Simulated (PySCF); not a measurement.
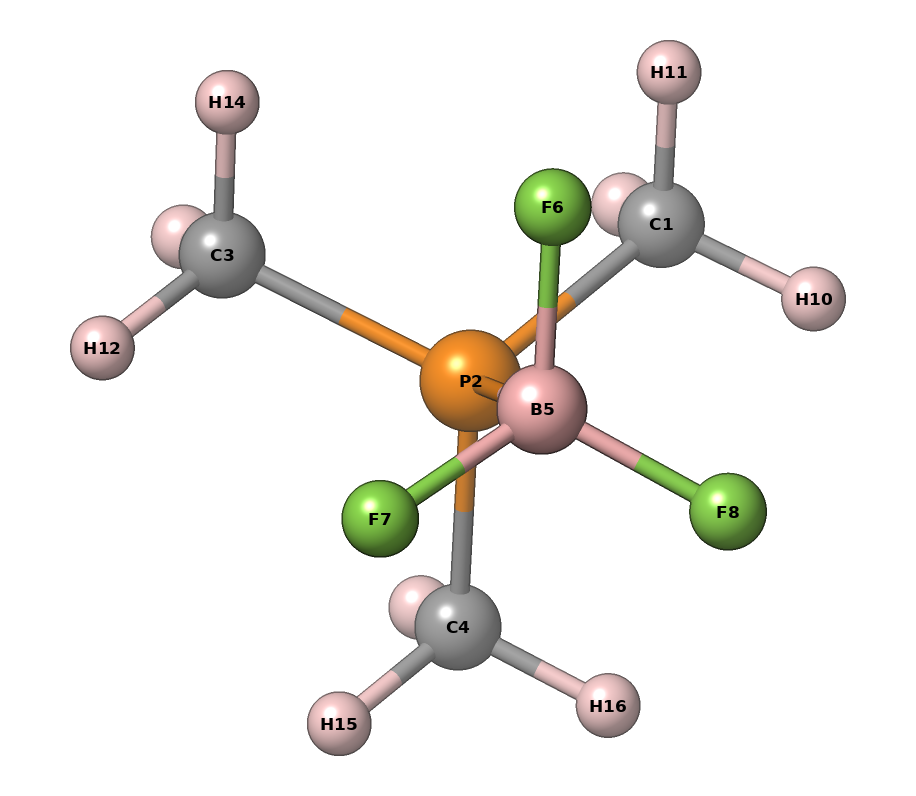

P2 lies behind B5. The molecule seen a little off the B5–P2 bond, B5 in front. Atoms fade into the background with distance from the viewer. The geometry was computed by an optimisation with PBE0-D3(BJ)/def2-SVP. No frequency run is at hand to confirm it as a minimum.

### What is the torsion angle F6–B5–P2–C1? The sign is positive where the front bond must turn clockwise to cover the back bond.

57°, synclinal (gauche). The bonds about B5–P2 are staggered.
